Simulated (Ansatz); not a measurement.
# Direct or indirect: CsSnI3 (Pm-3m)

```
CELL_PARAMETERS angstrom
6.20570 0.00000 0.00000
0.00000 6.20570 0.00000
0.00000 0.00000 6.20570
ATOMIC_POSITIONS crystal
Cs 0.00000 0.00000 0.00000
I 0.50000 0.50000 0.00000
I 0.50000 0.00000 0.50000
I 0.00000 0.50000 0.50000
Sn 0.50000 0.50000 0.50000
```

Method: Ansatz, PBE, independent particles, without spin-orbit coupling, line width 0.15 eV (Gaussian). The band structure gives a fundamental gap of 0.31 eV. The spectrum of vertical transitions near the edge:

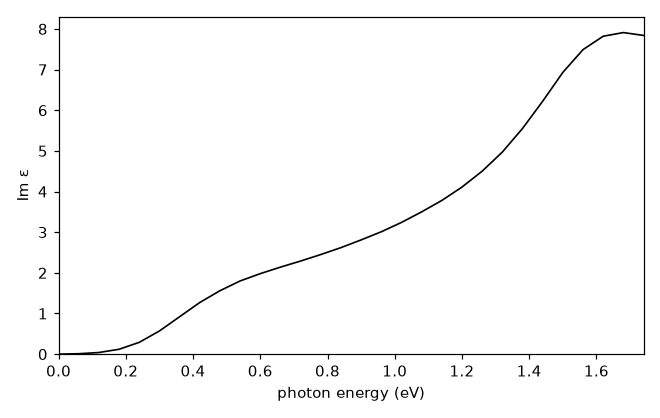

Task: Is the gap direct or indirect, and about where do vertical transitions set in?

Result: Direct: the band path has its least direct gap at the fundamental one, 0.31 eV, and the curves rise from there. Lines are broadened by 0.15 eV, which spreads the edge.

[Logs are printed without paths, hosts, clocks, repeated set-up lines and the standing remarks that a program may print on its own settings, such as how far it seeks lower states.]
